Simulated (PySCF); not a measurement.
**Run report: DyP$_{2}$H$_{6}$ (charge +3), single-point calculation**

System: DyP$_{2}$H$_{6}$, charge +3.
Method: RKS B3LYP, Dy lcecp-1-SVP with ECP55, P def2-SVP, H def2-SVP; non-relativistic Hamiltonian with a scalar-relativistic core potential; density fitting (PySCF 2.14.0).

Some settings of this run were made unusual or wrong on purpose.

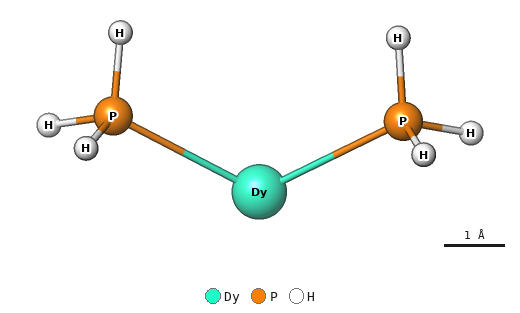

The structure (ball-and-stick view, seen at a tilt). Sticks mark near contacts. Bond lengths as drawn: Dy–P 2.94 Å and H–P 1.42 Å.

## Input file
```python
mol = gto.M(atom='''
Dy     1.31741     0.60645    -0.00000
P     -0.16915    -0.08226     2.44028
H      0.69868    -0.27273     3.55143
H     -1.08688     0.92873     2.83906
H     -0.93150    -1.27748     2.33694
P     -0.16915    -0.08226    -2.44028
H      0.69868    -0.27273    -3.55143
H     -0.93150    -1.27748    -2.33694
H     -1.08688     0.92873    -2.83906''',
    basis={'Dy': 'lcecp-1-SVP', 'P': 'def2-SVP', 'H': 'def2-SVP'},
    ecp={'Dy': 'lcecp-1-SVP'},
    charge=3, spin=0)
mf = dft.RKS(mol, xc='B3LYP')
mf.grids.atom_grid = (50, 194)  # f atoms: at least (60, 302), unpruned
mf = mf.density_fit()  # Dy AutoAux, P def2-universal-JKFIT, H def2-universal-JKFIT
mf.conv_tol = 1e-08; mf.max_cycle = 93
mf.kernel(dm0)
```

The script is an equivalent of the set-up of the self-consistent field. The run itself was carried out by a driver, which started from the orbitals of the step before it where there was one and computed the further properties.

Launch command:
```bash
OMP_NUM_THREADS=2 python <driver script>
```

## The program's output
```
init E= -707.89219704786
  HOMO = -0.557747972110905  LUMO = -0.549362682825017  gap/eV = 0.22818
cycle= 1 E= -708.149920099619  delta_E= -0.258  |g|= 5.17  |ddm|= 26.7
  HOMO = -1.2770384145522  LUMO = -1.15295764689674  gap/eV = 3.37641
cycle= 2 E= -684.910724703583  delta_E= 23.2  |g|= 4.82  |ddm|= 13.7
  HOMO = -0.987042063891568  LUMO = -0.869405269700223  gap/eV = 3.20106
cycle= 3 E= -701.179622866941  delta_E= -16.3  |g|= 4.57  |ddm|= 16.2
  HOMO = -0.820350493853214  LUMO = -0.555081813126431  gap/eV = 7.21833
cycle= 4 E= -721.718929117804  delta_E= -20.5  |g|= 0.684  |ddm|=   11
  HOMO = -0.819040951087732  LUMO = -0.643103457396542  gap/eV = 4.78750
cycle= 5 E= -721.942349792234  delta_E= -0.223  |g|= 0.369  |ddm|= 1.59
  HOMO = -0.809276576382332  LUMO = -0.624794828910408  gap/eV = 5.02000
cycle= 6 E= -721.989130285878  delta_E= -0.0468  |g|= 0.167  |ddm|= 0.507
  HOMO = -0.815956706379065  LUMO = -0.635186558327064  gap/eV = 4.91901
cycle= 7 E= -721.999834683774  delta_E= -0.0107  |g|= 0.0862  |ddm|= 0.221
  HOMO = -0.817235316557023  LUMO = -0.648794074405763  gap/eV = 4.58352
cycle= 8 E= -722.004091475415  delta_E= -0.00426  |g|= 0.0219  |ddm|= 0.188
  HOMO = -0.816350153525958  LUMO = -0.651638831851145  gap/eV = 4.48202
cycle= 9 E= -722.004311226932  delta_E= -0.00022  |g|= 0.00474  |ddm|= 0.0407
  HOMO = -0.816951827202683  LUMO = -0.65294450000361  gap/eV = 4.46287
cycle= 10 E= -722.004322069143  delta_E= -1.08e-05  |g|= 0.00112  |ddm|= 0.0119
  HOMO = -0.816835809859725  LUMO = -0.652686783376711  gap/eV = 4.46672
cycle= 11 E= -722.004322683396  delta_E= -6.14e-07  |g|= 0.000119  |ddm|= 0.00251
  HOMO = -0.816829064174068  LUMO = -0.652656420776749  gap/eV = 4.46737
cycle= 12 E= -722.004322689784  delta_E= -6.39e-09  |g|= 3.15e-05  |ddm|= 0.00038
  HOMO = -0.816829487232751  LUMO = -0.652660033962623  gap/eV = 4.46728
```

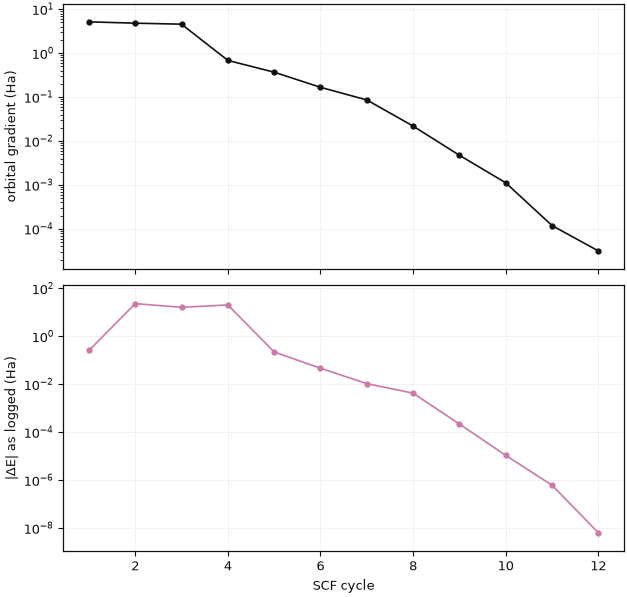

Convergence of the self-consistent field: orbital gradient and size of the energy change against the SCF cycle. The residual falls at every step.

```
Extra cycle  E= -722.004322690092  delta_E= -3.08e-10  |g|= 2.49e-05  |ddm|= 9.2e-05
converged SCF energy = -722.004322690092
```

## Outcome

```tsv
quantity	value
outcome	converged
total energy	−722.004323 hartree
HOMO	−22.23 eV
LUMO	−17.76 eV
largest force (length of the vector)	0.005 eV/Å
hardware	2 threads of Arm Neoverse V1, 24 GiB of memory available, shared host
wall time	4.4 s (CPU time 8.9 s)
peak memory	2.2 GiB
```

Some settings of this run were drawn to be unusual or wrong. It converged; results that depend on the unusual settings are not reference values.
